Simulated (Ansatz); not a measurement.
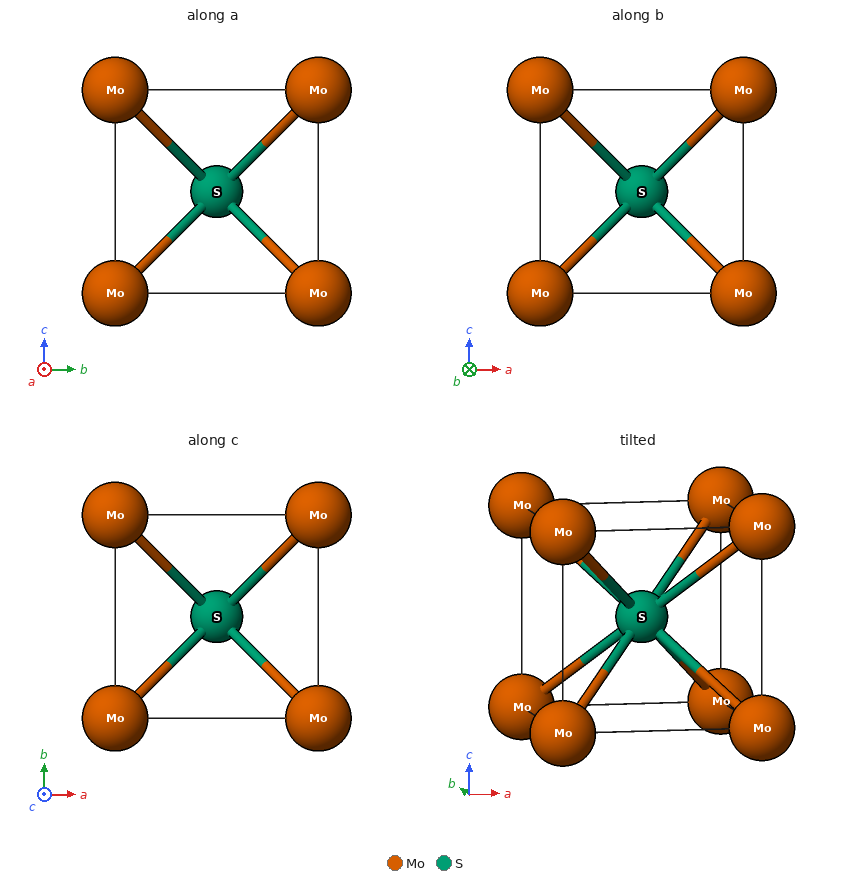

View along the a axis, along the b axis, along the c axis and slightly off an axis, drawn as a ball-and-stick model. The wireframe shows the conventional unit cell.

Lattice parameters: a = 3.206 Å, b = 3.206 Å, c = 3.206 Å, α = 90.00°, β = 90.00°, γ = 90.00°.

Record the structure as a table of Wyckoff sites.

Space group Pm-3m (No. 221).
| atom | site | x | y | z |
| --- | --- | --- | --- | --- |
| Mo | 1a | 0.0000 | 0.0000 | 0.0000 |
| S | 1b | 0.5000 | 0.5000 | 0.5000 |

Its origin is a structure type filled with these elements by a generator (whether the compound takes this form wasn't checked). The geometry was optimised with DFT r2SCAN+U, scalar-relativistic, plane waves, PAW (Ansatz 0.2.0).
